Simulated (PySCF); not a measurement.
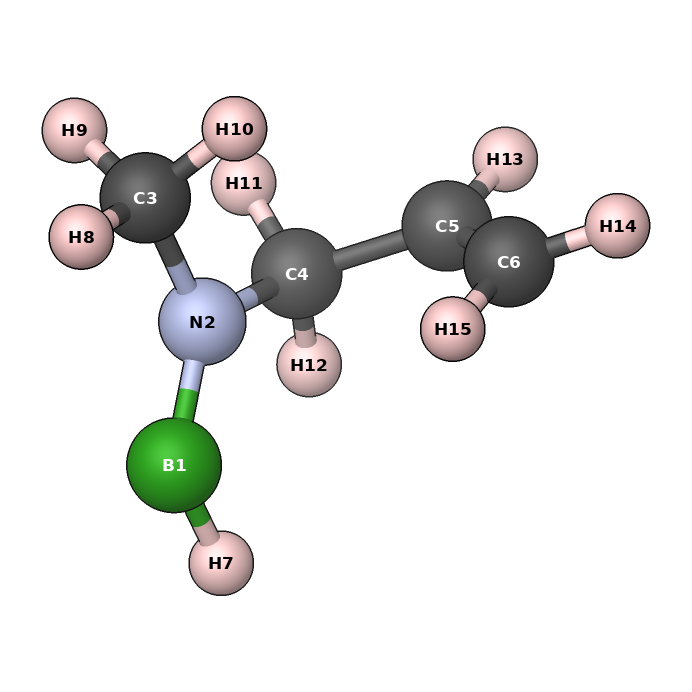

State: neutral, doublet. Computed geometry: GFN2-xTB optimisation. No frequency run is at hand to confirm it as a minimum. Method: UKS B3LYP, pcH-1 on B C H N, non-relativistic (PySCF 2.14.0). Fermi-contact and spin-dipolar terms alone, no spin-orbit part.

Which nucleus has the largest dipolar (anisotropic) hyperfine coupling?

11B at B1: principal values −42.1, −36.8, 78.9 MHz.

List the isotropic and dipolar parts for the most strongly coupled nuclei, one of each equivalent set.

```csv
atom,isotope,a_iso (MHz),dipolar part (MHz)
B1,11B,431.3,"−42.1, −36.8, 78.9"
H7,1H,95.8,"−17.0, −4.3, 21.3"
H8,1H,0.5,"−6.2, −2.1, 8.4"
C4,13C,45.7,"−3.9, −3.4, 7.2"
H12,1H,0.3,"−4.2, −1.2, 5.4"
C3,13C,39.0,"−2.6, −2.4, 4.9"
N2,14N,9.0,"−4.5, 0.7, 3.8"
H9,1H,−2.1,"−2.3, −1.9, 4.3"
```

The geometry is semi-empirical. Around B such bond lengths and angles can be off by a tenth of an ångström or more and by several degrees, and values that hang on the shape move with them.
